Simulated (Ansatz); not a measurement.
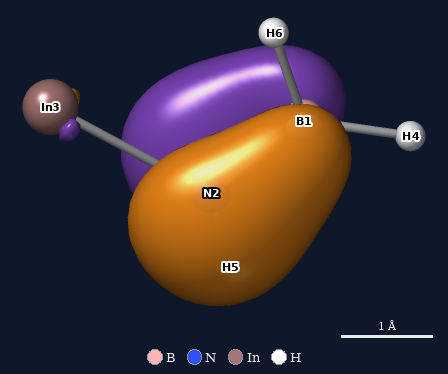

The picture shows: BH$_{3}$InN. The HOMO−1 at ±0.15 Å⁻³ᐟ² (orange and purple are the two phases), seen at a tilt.

Geometry: PBE0-D4/def2-TZVP; core potentials replace the inner electrons of In.

Method: RKS PBE0-D4/def2-TZVPP in Ansatz 0.2.0.

Input

```
crystal:
  periodic: [false, false, false]
  atoms:
    - {symbol: B, position_ang: [-0.646128, 0.175915, -0.116101]}
    - {symbol: N, position_ang: [0.677051, -0.141667, -0.349530]}
    - {symbol: In, position_ang: [1.437702, -0.602408, 1.600376]}
    - {symbol: H, position_ang: [-1.453209, 0.499393, -0.945388]}
    - {symbol: H, position_ang: [1.046555, -0.113592, -1.288974]}
    - {symbol: H, position_ang: [-1.019970, 0.118258, 1.053415]}
basis:
  gaussian: {orbitals: def2-TZVPP}
hamiltonian: {xc: pbe0, dispersion: d4}
output: {orbitals: {seedname: orbitals}}
```

Run with:

```sh
ansatz run in.yaml --threads 2 --pin off --events-out ev --progress --plain --max-ram 4352MiB
```

### What is the character of this orbital?

It lies mainly on N2 (about 65 %), B1 (about 20 %) and In3 (about 10 %); it changes sign across the molecular plane (π type); π-bonding across B1–N2. Its energy is −8.00 eV.
